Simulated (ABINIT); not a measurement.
# Quasiparticle gap of BiPbO2I (I4mm) in ABINIT

Wanted: ground state, empty states, screening and self-energy for BiPbO2I (I4mm).

Method: PBEsol and many-body steps on it, plane waves, in ABINIT 10.8.3.

## 1. Set-up

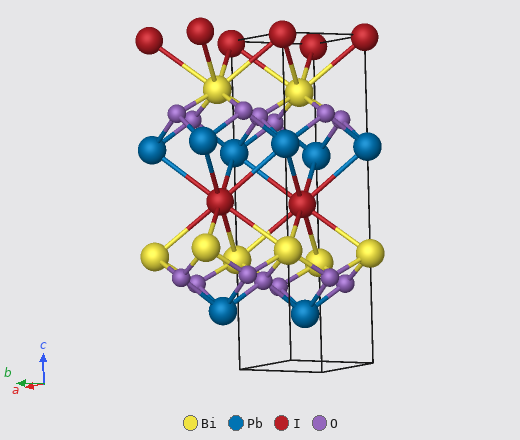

The cell as given, from a free direction (bismuth yellow, lead blue, iodine red, oxygen purple). 1×2×1 cells are drawn. This picture shows the conventional cell, with its axes. Some periodic images of atoms are drawn too.

The cell and positions are those that the Materials Project relaxed with its own functionals (PBE, PBE+U or r2SCAN), kept fixed. Spin-orbit coupling is left out unless a step names it.

## 2. Ground state

This step: ABINIT 10.8.3; DFT, PBEsol, plane waves, norm-conserving pseudopotentials.

The ground-state density comes first.

File run.abi:

```
acell 3*1.0 Angstrom
rprim 
  -2.036731000000 2.036731000000 6.941640000000
  2.036731000000 -2.036731000000 6.941640000000
  2.036731000000 2.036731000000 -6.941640000000
ntypat 4
znucl 83 82 53 8
natom 5
typat 1 2 3 4 4
xred 
  0.334222000000 0.334222000000 0.000000000000
  0.659568000000 0.659568000000 0.000000000000
  0.993347000000 0.993347000000 0.000000000000
  0.756431000000 0.256431000000 0.500000000000
  0.256431000000 0.756431000000 0.500000000000
pp_dirpath "pseudos"
pseudos "Bi.upf, Pb.upf, I.upf, O.upf"
ecut 42
ngkpt 6 6 6
nshiftk 1
shiftk 0 0 0
kptopt 1
chksymbreak 0
nband 43
occopt 1
tolvrs 1e-08
nstep 60
prtwf 0
optforces 0
optstress 0
indata_prefix "in"
outdata_prefix "out"
tmpdata_prefix "tmp"
```

Launch:

```console
> OMP_NUM_THREADS=1 mpirun -n 8 abinit run.abi > log
```

Numbers of over 12 decimals in the logs are rounded to 6 here.

The program printed:

```text
.Version 10.8.3 of ABINIT. v10.8.2 released Aug 2026.

 Symmetries : space group I4 m m (#107); Bravais tI (body-center tetrag.)
================================================================================
 Values of the parameters that define the memory need of the present run
     intxc =       0    ionmov =       0      iscf =       7    lmnmax =       6
     lnmax =       6     mgfft =      90  mpssoang =       3    mqgrid =    3001
     natom =       5  nloc_mem =       1    nspden =       1   nspinor =       1
    nsppol =       1      nsym =       8    n1xccc =    2501    ntypat =       4
    occopt =       1   xclevel =       2
-    mband =          43        mffmem =           1         mkmem =           4
       mpw =       10131          nfft =      729000          nkpt =          30
================================================================================
  Rough estimation (10% accuracy) of disk space for files :
================================================================================

--------------------------------------------------------------------------------
------------- Echo of variables that govern the present computation ------------
--------------------------------------------------------------------------------
 -outvars: echo values of preprocessed input variables --------
            acell      1.8897261259E+00  1.8897261259E+00  1.8897261259E+00 Bohr

      chksymbreak           0
             ecut      4.20000000E+01 Hartree
-          fftalg         312

              ixc     -116133
              kpt      0.00000000E+00  0.00000000E+00  0.00000000E+00
                       1.66666667E-01  0.00000000E+00  0.00000000E+00
                       3.33333333E-01  0.00000000E+00  0.00000000E+00
                       5.00000000E-01  0.00000000E+00  0.00000000E+00
                       1.66666667E-01  1.66666667E-01  0.00000000E+00
                       3.33333333E-01  1.66666667E-01  0.00000000E+00
                       5.00000000E-01  1.66666667E-01  0.00000000E+00
                      -3.33333333E-01  1.66666667E-01  0.00000000E+00
                      -1.66666667E-01  1.66666667E-01  0.00000000E+00
   [... 19 further rows ...]
                      -3.33333333E-01 -3.33333333E-01  3.33333333E-01
                       5.00000000E-01  5.00000000E-01  5.00000000E-01
         kptrlatt        6    0    0      0    6    0      0    0    6
          kptrlen      4.61863654E+01
P           mkmem           4
            natom           5
            nband          43
            ngfft          90      90      90
             nkpt          30
            nstep          60
             nsym           8
           ntypat           4
              occ      2.000000  2.000000  2.000000  2.000000  2.000000  2.000000
                       2.000000  2.000000  2.000000  2.000000  2.000000  2.000000
                       2.000000  2.000000  2.000000  2.000000  2.000000  2.000000
                       2.000000  2.000000  2.000000  2.000000  2.000000  2.000000
                       2.000000  2.000000  2.000000  2.000000  2.000000  2.000000
                       2.000000  2.000000  2.000000  2.000000  2.000000  2.000000
                       2.000000  0.000000  0.000000  0.000000  0.000000  0.000000
                       0.000000
        optforces           0
        optstress           0
            prtwf           0
            rprim     -2.0367310000E+00  2.0367310000E+00  6.9416400000E+00
[...]
spgroup         107

           tolvrs      1.00000000E-08

             xred      3.3422200000E-01  3.3422200000E-01 -1.0324379849E-18
[...]
znucl       83.00000   82.00000   53.00000    8.00000

================================================================================

 chkinp: Checking input parameters for consistency.

================================================================================
== DATASET  1 ==================================================================
-   mpi_nproc: 8, omp_nthreads: 1 (-1 if OMP is not activated)

--- !DatasetInfo
iteration_state: {dtset: 1, }
dimensions: {natom: 5, nkpt: 30, mband: 43, nsppol: 1, nspinor: 1, nspden: 1, mpw: 10131, }
cutoff_energies: {ecut:  42.0, pawecutdg:  -1.0, }
electrons: {nelect:   7.40000000E+01, charge:   0.00000000E+00, occopt:   1.00000000E+00, tsmear:   1.00000000E-02, }

 Real(R)+Recip(G) space primitive vectors, cartesian coordinates (Bohr,Bohr^-1):
 R(1)= -3.8488638  3.8488638 13.1177985  G(1)=  0.0000000  0.1299085  0.0381162
 R(2)=  3.8488638 -3.8488638 13.1177985  G(2)=  0.1299085  0.0000000  0.0381162
 R(3)=  3.8488638  3.8488638-13.1177985  G(3)=  0.1299085  0.1299085  0.0000000
 Unit cell volume ucvol=  7.7729527E+02 bohr^3
 Angles (23,13,12)=  1.48552003E+02  1.48552003E+02  4.50711543E+01 degrees

 getcut: wavevector=  0.0000  0.0000  0.0000  ngfft=  90  90  90
         ecut(hartree)=     42.000   => boxcut(ratio)=   2.17283

--- Pseudopotential description ------------------------------------------------
- Bi Generated using ONCVPSP code by D. R. Hamann
- 83.00000  23.00000  180301                  znucl, zion, pspdat
12 -116133 2 -1 1472                          pspcod,pspxc,lmax,lloc,mmax
     nproj     2     2     2
  pspatm : epsatm=   28.42398882
         --- l  ekb(1:nproj) -->
[...]
nproj     2     2     2
  pspatm : epsatm=   27.24616311
         --- l  ekb(1:nproj) -->
[...]
pspatm: atomic psp has been read  and splines computed

- I Generated using ONCVPSP code by D. R. Hamann
- 53.00000  17.00000  180301                  znucl, zion, pspdat
12 -116133 2 -1 1182                          pspcod,pspxc,lmax,lloc,mmax
     nproj     2     2     2
  pspatm : epsatm=   40.15760518
         --- l  ekb(1:nproj) -->
[...]
pspatm: atomic psp has been read  and splines computed

- O Generated using ONCVPSP code by D. R. Hamann
-  8.00000   6.00000  180301                  znucl, zion, pspdat
12 -116133 2 -1 936                           pspcod,pspxc,lmax,lloc,mmax
     nproj     2     2     1
  pspatm : epsatm=    6.20179097
         --- l  ekb(1:nproj) -->
[...]
2   -1.335834
 pspatm: atomic psp has been read  and splines computed

   8.00911909E+03                                ecore*ucvol(ha*bohr**3)
--------------------------------------------------------------------------------

_setup2: Arith. and geom. avg. npw (full set) are   10106.764   10106.757

================================================================================

--- !BeginCycle
iteration_state: {dtset: 1, }
solver: {iscf: 7, nstep: 60, nline: 4, wfoptalg: 0, }
tolerances: {tolvrs: 1.00E-08, }

     iter   Etot(hartree)      deltaE(h)  residm     vres2
 ETOT  1  -597.59886215614    -5.976E+02 2.705E-01 5.924E+03
 ETOT  2  -598.37230494443    -7.734E-01 3.642E-02 7.779E+03
 ETOT  3  -598.63800871257    -2.657E-01 4.650E-02 2.986E+03
 ETOT  4  -598.68177199754    -4.376E-02 1.535E-02 1.112E+03
 ETOT  5  -598.69569257630    -1.392E-02 3.779E-03 2.389E+02
 ETOT  6  -598.70007174995    -4.379E-03 1.545E-03 2.751E+00
 ETOT  7  -598.70010892235    -3.717E-05 9.343E-04 5.858E-01
 ETOT  8  -598.70011576431    -6.842E-06 3.537E-04 2.203E-03
 ETOT  9  -598.70011580369    -3.938E-08 4.876E-04 1.187E-03
 ETOT 10  -598.70011582261    -1.892E-08 2.787E-04 2.432E-05
 ETOT 11  -598.70011582292    -3.096E-10 3.646E-04 7.444E-07
 ETOT 12  -598.70011582290     1.887E-11 1.857E-04 4.752E-08
 ETOT 13  -598.70011582292    -1.660E-11 2.350E-04 9.413E-09

 At SCF step   13       vres2   =  9.41E-09 < tolvrs=  1.00E-08 =>converged.

--- !ResultsGS
iteration_state: {dtset: 1, }
comment   : Summary of ground state results
lattice_vectors:
- [ -3.8488638,   3.8488638,  13.1177985, ]
- [  3.8488638,  -3.8488638,  13.1177985, ]
- [  3.8488638,   3.8488638, -13.1177985, ]
lattice_lengths: [  14.20226,   14.20226,   14.20226, ]
lattice_angles: [148.552, 148.552,  45.071, ] # degrees, (23, 13, 12)
lattice_volume:   7.7729527E+02
convergence: {deltae: -1.660E-11, res2:  9.413E-09, residm:  2.350E-04, diffor:  0.000E+00, }
etotal    :  -5.98700116E+02
entropy   :   0.00000000E+00
fermie    :   1.97542696E-01
cartesian_stress_tensor: null
pressure_GPa: null
xred      :
- [  3.3422E-01,   3.3422E-01,  -1.0324E-18, Bi]
- [  6.5957E-01,   6.5957E-01,  -2.0375E-18, Pb]
- [  9.9335E-01,   9.9335E-01,  -3.0685E-18,  I]
- [  7.5643E-01,   2.5643E-01,   5.0000E-01,  O]
- [  2.5643E-01,   7.5643E-01,   5.0000E-01,  O]
cartesian_forces: null
force_length_stats: {min: null, max: null, mean: null, }

 Integrated electronic density in atomic spheres:
 ------------------------------------------------
 Atom  Sphere_radius  Integrated_density
[...]
================================================================================

 ----iterations are completed or convergence reached----

 Mean square residual over all n,k,spin=   23.781E-08; max=  23.498E-05
 reduced coordinates (array xred) for    5 atoms
[...]
0.659568000000      0.659568000000     -0.000000000000
       0.993347000000      0.993347000000     -0.000000000000
       0.756431000000      0.256431000000      0.500000000000
       0.256431000000      0.756431000000      0.500000000000
 rms dE/dt=  0.0000E+00; max dE/dt=  0.0000E+00; dE/dt below (all hartree)
    1       0.000000000000      0.000000000000      0.000000000000
    2       0.000000000000      0.000000000000      0.000000000000
    3       0.000000000000      0.000000000000      0.000000000000
    4       0.000000000000      0.000000000000      0.000000000000
    5       0.000000000000      0.000000000000      0.000000000000

 cartesian coordinates (angstrom) at end:
    1      0.000000    -0.000000     4.640098
    2     -0.000000     0.000000     9.156967
    3      0.000000    -0.000000    13.790915
    4      0.000000     2.036731     3.560103
    5      2.036731     0.000000     3.560103
 length scales=  1.889726125908  1.889726125908  1.889726125908 bohr
              =  1.000000000000  1.000000000000  1.000000000000 angstroms
 prteigrs : about to open file out_EIG
 Fermi (or HOMO) energy (hartree) =   0.19754   Average Vxc (hartree)=  -0.38040
 Eigenvalues (hartree) for nkpt=  30  k points:
 kpt#   1, nband= 43, wtk=  0.00463, kpt=  0.0000  0.0000  0.0000 (reduced coord)
  -5.42138   -4.88286   -3.14476   -3.14338   -3.14338   -2.73822   -2.73822   -2.73769
  -1.40512   -1.40491   -1.40491   -1.40421   -1.40420   -0.62280   -0.61957   -0.61897
  -0.61897   -0.61646   -0.45952   -0.40788   -0.36529   -0.36529   -0.36486   -0.36420
  -0.34454   -0.23155   -0.13233   -0.02038    0.04071    0.04071    0.13976    0.14005
   0.14219    0.14219    0.17836    0.17836    0.18008    0.25955    0.36001    0.38538
   0.38538    0.42005    0.42125
 prteigrs : prtvol=0 or 1, do not print more k-points.

--- !EnergyTerms
iteration_state     : {dtset: 1, }
comment             : Components of total free energy in Hartree
kinetic             :  2.06919818753186E+02
hartree             :  1.76059862324940E+02
xc                  : -1.07664956182792E+02
Ewald energy        : -3.18919586761444E+02
psp_core            :  1.03038309249589E+01
local_psp           : -5.52770637884011E+02
non_local_psp       : -1.26284469977532E+01
total_energy        : -5.98700115822915E+02
total_energy_eV     : -1.62914600971709E+04
band_energy         : -8.00688089660855E+01

== END DATASET(S) ==============================================================
================================================================================

 -outvars: echo values of variables after computation  --------
           etotal     -5.9870011582E+02
            nband          43
             nkpt          30
          spgroup         107
 [... the other variables as echoed above ...]

 Calculation completed.
```

It took 8.6 min on 8 MPI ranks of Arm Neoverse N1, shared host; peak memory 2.6 GiB.

This step gave:

```
total energy               : -16291.4601 eV
gap                        : 1.687 eV
k of the valence top       : 0.5, 0.5, 0.3333
k of the conduction bottom : 0, 0, 0
least direct gap           : 2.162 eV
```

The gap is indirect, with the least direct gap 0.48 eV higher.

[end of part 1 of 3]

[Paths, hosts, dates, memory and timing lines, banners, echoed tables and standing remarks are left out of the program output.]

[Logs are printed without paths, hosts, clocks, repeated set-up lines and the standing remarks that a program may print on its own settings, such as how far it seeks lower states.]

[Runs of the session that timed out or met a known fault of the program may be left out.]

[Hosts, paths, dates, database ids (printed as entryN), source tags and the programs' standing remarks are cut or masked in the printed files.]

[G0W0 gaps are taken among the corrected bands and points alone; a level outside them can change the order at an edge.]

[Where Ansatz stands beside ABINIT at settings called matched, ABINIT's density can come from a denser mesh and the files from another edition; pairs whose starting gaps differed by over 0.03 eV were left out, so agreement reads better than it is.]
